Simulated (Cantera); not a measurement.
A closed system holds: 1 mol CaO, 0.93 mol Cl2, 59 mol N2, held at 7.50 Torr.

Cantera equilibrium calculation (NASA polynomials, part measured and part estimated; ideal gas, pure solids and liquids). Candidate condensed phases: Ca, CaCl2, CaO; 17 gas species. Mutual solubility and eutectic melting of coexisting phases are not modelled. Condensed phases not in the tables: oxide chlorides. Rates play no part.

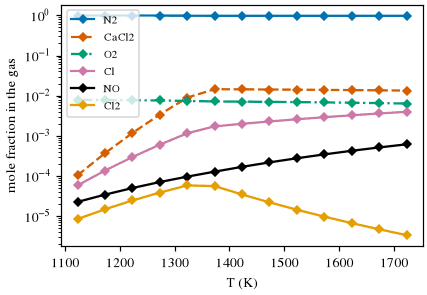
Figure: Equilibrium gas composition (values under 1e-9 drawn at 1e-9)

Read off the mole fractions at 1673 K.

N2 about 0.98, CaCl2 about 0.014, O2 about 0.0065, Cl about 0.0036, NO about 0.00051, Cl2 about 4.7e-6.
